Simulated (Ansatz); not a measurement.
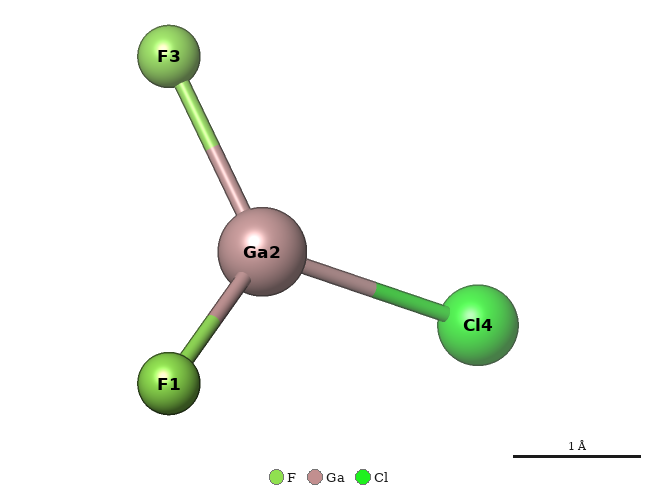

Orthographic view. Atoms fade into the background with distance from the viewer. Computed geometry: PBE0-D4/def2-TZVP optimisation.

Give the geometry as a Z-matrix, atoms in numerical order, with these reference atoms: 2 to 1; 3 to 2, 1; 4 to 2, 3, 1.

```
F  
Ga   1   1.729
F    2   1.729   1   116.7
Cl   2   2.096   3   121.7   1   180.0
```
